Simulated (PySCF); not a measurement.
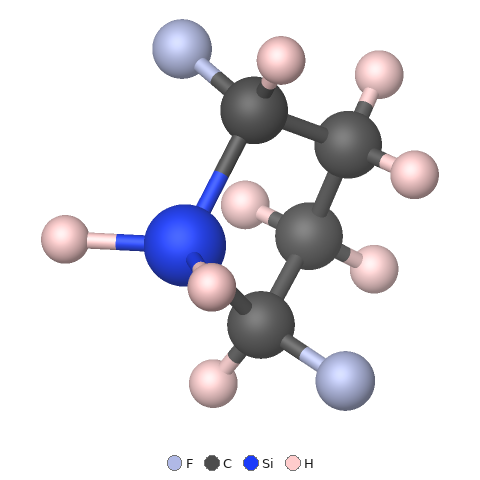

Geometry used (C₄H₈F₂Si, SMILES F[C@@H]1CC[C@@H](F)[SiH2]1).

Vertical TDDFT excitations, CAM-B3LYP/def2-SVPD, PySCF 2.14.0, at a PBE0-D3(BJ)/def2-SVP geometry (no frequency check), gas phase.

What does its absorption spectrum look like?

The lowest singlet lies at 7.33 eV (169 nm, f = 0.014); the brightest of the first 10 is S7 at 8.56 eV (145 nm), f = 0.130, mixed, the largest part being HOMO → LUMO+5 (34 %). No singlet lies below 3.1 eV (beyond 400 nm), so at this level no vertical transition falls in the visible.


```tsv
state	E (eV)	λ (nm)	f	main character
S1	7.33	169	0.014	HOMO → LUMO+2 (49 %)
S2/S3	7.78	159	0.063	HOMO → LUMO/LUMO+1
S4	7.85	158	0.018	HOMO−1 → LUMO (59 %)
S5	8.28	150	0.016	HOMO−1 → LUMO+2 (74 %)
S6	8.37	148	0.042	HOMO−1 → LUMO+1 (59 %)
S7	8.56	145	0.130	HOMO → LUMO+5 (34 %)
S8	8.74	142	0.026	HOMO → LUMO+3 (39 %)
S9	8.80	141	0.004	HOMO → LUMO+4 (59 %)
S10	8.87	140	0.002	HOMO−4 → LUMO (56 %)
```

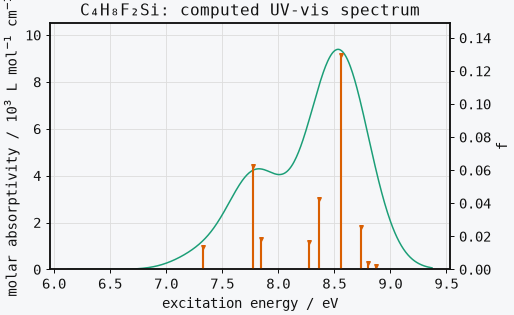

The lowest 10 singlet states are shown; each is broadened by a Gaussian of 1/e half-width 0.33 eV. Sticks give oscillator strengths (right axis). States within 0.01 eV of each other are merged, with their strengths summed. The highest state may be half of a pair whose partner wasn't computed.

Note: one conformer of a flexible molecule; core orbitals are frozen in the response.
